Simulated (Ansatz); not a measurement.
# Calculations on C2H4ClFOSi

## 1. Relaxation

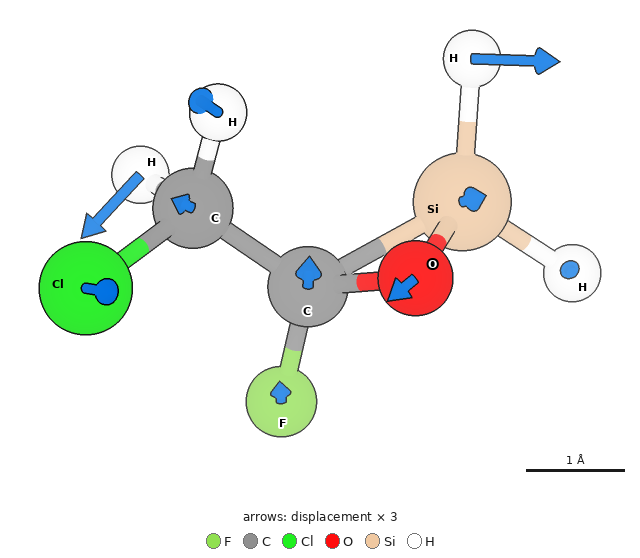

A relaxation of C2H4ClFOSi. The starting structure is drawn; blue arrows show the displacements, magnified 3 times. The two geometries are superimposed by the best rigid fit.

Style: ball-and-stick. Shown from a free direction.

The run prepares an end point of a later path (hydrogen shift) calculation, from a guessed geometry.

Level of theory: RKS PBE-D4/def2-SVP (Ansatz 0.2.0). Settings: no spin polarisation; force threshold 0.02 eV/Å; at most 50 steps.

> Describe the change and its energy.

The energy falls by 41.9 kJ/mol in 7 geometry steps. The largest force component goes from 2.3 to 0.0065 eV/Å. An H atom moves most after the best rigid fit: 0.33 Å. By element the largest moves are H 0.33 Å, Cl 0.23 Å, O 0.13 Å, C 0.13 Å, Si 0.12 Å, F 0.08 Å. Among the contacts that change: C–Cl 1.727 → 1.807 Å, O–Si 1.671 → 1.735 Å, C–H 1.146 → 1.106 Å, C–C 1.468 → 1.506 Å. Among the angles between lasting bonds that change: F–C–O 119.6° → 112.2°, C–C–Si 119.1° → 125.9°, H–C–H 102.9° → 109.5°. The run took 7.5 s on 2 threads of AMD EPYC 9R45 96-Core Processor (Zen 5), on a shared host, peak memory 0.2 GiB.

## 2. Relaxation

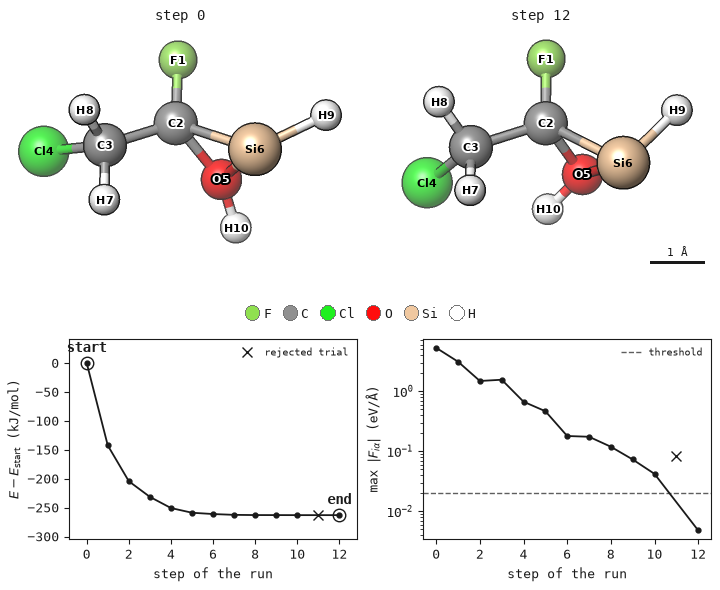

First and last geometry of a relaxation of C₂H₄ClFOSi, with the history of the run. Style: ball-and-stick. Shown at a tilt.

The run prepares an end point of a later path (hydrogen shift) calculation, from a guessed geometry.

Method: RKS PBE-D4/def2-SVP (Ansatz 0.2.0). Settings: no spin polarisation; force threshold 0.02 eV/Å; at most 50 steps.

### Did the run converge, and what did it change?

It converged. Over 11 accepted moves (12 points after the start) the energy falls by 263.0 kJ/mol. Largest force component: 5.3 eV/Å at the start, 0.0048 eV/Å at the end. The line search rejected the trial step at point 11 of the run. The atom that moves furthest after the best rigid fit is H10 (1.00 Å). By element the largest moves are H 1.00 Å, Cl 0.75 Å, Si 0.42 Å, C 0.28 Å, F 0.27 Å, O 0.21 Å. Near-neighbour distances that change, for instance: O5–Si6 1.671 → 2.075 Å, C3–Cl4 1.727 → 1.832 Å, C2–Si6 1.866 → 1.967 Å, C2–C3 1.468 → 1.509 Å. Among the angles between lasting bonds that change: C2–O5–H10 158.5° → 109.2°, C2–Si6–H9 121.6° → 91.4°, O5–Si6–H9 111.1° → 86.8°.

## 3. Path

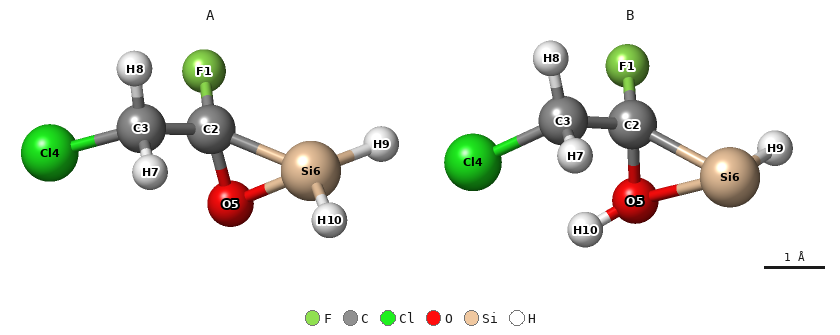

The two relaxed end points of a path for C2H4ClFOSi. Style: ball-and-stick. Shown from a free direction.

Computed with RKS PBE-D4/def2-SVP (Ansatz 0.2.0).

Settings: 5 movable images; climbing image; force threshold 0.03 eV/Å; iteration limit 60.

Start:
```xyz
10

F    -1.8049   -0.3359    0.3249
C    -0.4963   -0.0604    0.0195
C     0.2668   -1.3201   -0.2927
Cl   -0.3474   -2.1208   -1.7912
O    -0.3751    0.9956   -0.9147
Si    0.2405    1.5473    0.6105
H     1.3375   -1.0924   -0.4505
H     0.1616   -2.0397    0.5415
H    -0.6088    2.5412    1.3323
H     1.7090    1.8339    0.6235
```

End:
```xyz
10

F    -1.7413   -0.0545    0.2235
C    -0.3881    0.1095    0.2709
C     0.3268   -1.1729   -0.0786
Cl    0.3402   -1.4680   -1.8868
O    -0.0101    1.1806   -0.6278
Si    0.5728    1.4468    1.3462
H     1.3872   -1.1415    0.2332
H    -0.1800   -2.0322    0.3976
H    -0.7100    2.2809    1.5232
H     0.4855    0.8000   -1.3983
```

What barrier does the band find between them, and by what path?

Answer. The highest point, image 3, lies 202.4 kJ/mol above the start and 103.1 kJ/mol above the end; the end is at +99.3 kJ/mol relative to the start. A hydrogen atom shifts from one atom to another. Breaking: Si6–H10 (1.50 → 1.63 at the top → 2.82 Å). Forming: O5–H10 (2.72 → 1.32 at the top → 0.99 Å). The band converged in 10 iterations. The largest component of the band force went from 22 to 0.02 eV/Å. The climbing image converged on the top of the path. Its vibrational analysis gives one imaginary mode (1317i cm⁻¹), as a transition state must have.

Energies of the converged images:

```
image  path (Å)  E (kJ/mol)
    0      0.00         0.0
    1      0.59        18.9
    2      1.17       112.2
    3      1.76       202.4
    4      2.48       133.7
    5      3.19       105.7
    6      3.91        99.3
```

The geometry at the top of the path:

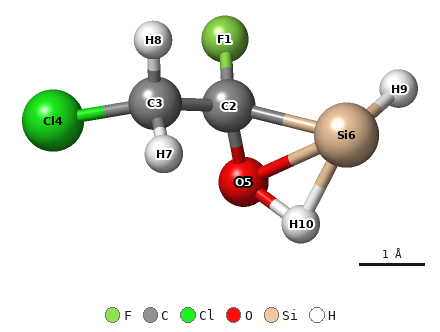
